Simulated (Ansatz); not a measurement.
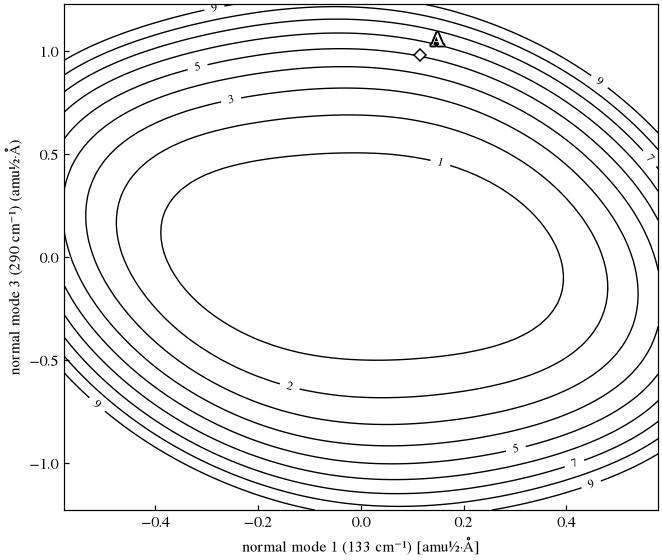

CH3O3S, SMILES [CH2]S(=O)(=O)O, spin multiplicity 2. Coordinates scanned: (1) normal mode 1 (133 cm⁻¹); (2) normal mode 3 (290 cm⁻¹). Nothing is relaxed (straight displacements along the two mass-weighted modes). Grid: 11 × 11 points. Points are written as (first, second). All energies are given in kcal/mol relative to the relaxed molecule at the same level. Computed with UKS B3LYP-D4/def2-SVP (Ansatz 0.2.0).

The picture shows contour lines labelled in kcal/mol (none above 9), the point A. Between grid points the surface is interpolated.

Which way does the force act at A, and how strong is it?

A, at (0.116 amu½·Å, 0.983 amu½·Å), is not a stationary point. The computed force is 6.3 kcal/mol for each amu½·Å towards smaller values of normal mode 1 (133 cm⁻¹) and 13 kcal/mol for each amu½·Å towards smaller values of normal mode 3 (290 cm⁻¹).
